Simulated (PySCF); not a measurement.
Consider Li2 (charge +1, doublet).

```xyz
2

Li    0.0000    0.0000   -1.5590
Li    0.0000    0.0000    1.5590
```

Level of theory: PySCF, PBE0/aug-cc-pVDZ(-PP), non-relativistic Hamiltonian with scalar-relativistic core potentials where named, at a bond length of 3.118 Å.

### Predict the electron density, electron localisation function and spin density between the atoms.

Li–Li (3.12 Å): ρ at the midpoint is about 0.08 e/Å³; the ELF peaks at about 1 between the atoms.
The unpaired spin (1 electron) lies mostly on Li1 (about 0.5) and Li2 (about 0.5), in electrons by Hirshfeld's partition.

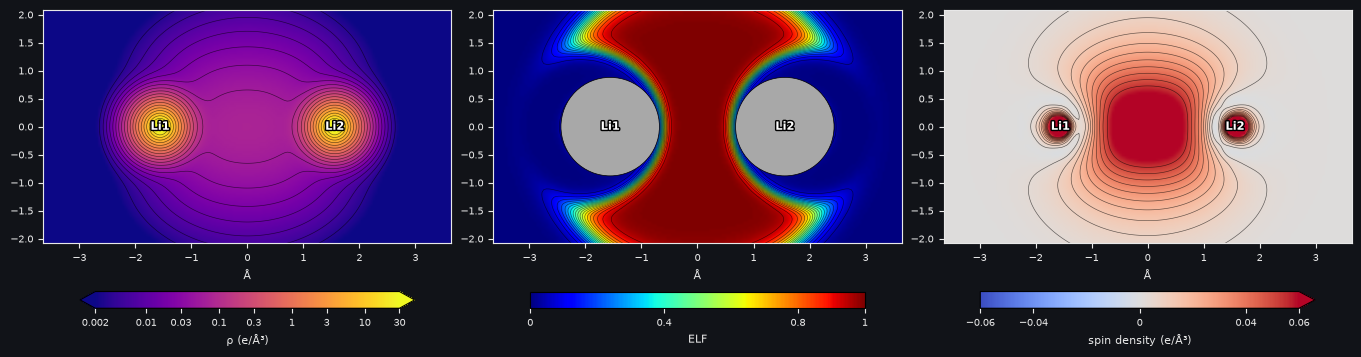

Computed electron density, electron localisation function and spin density on a plane that holds the molecular axis, in this order. Grey discs cover the atomic cores in the ELF map. 
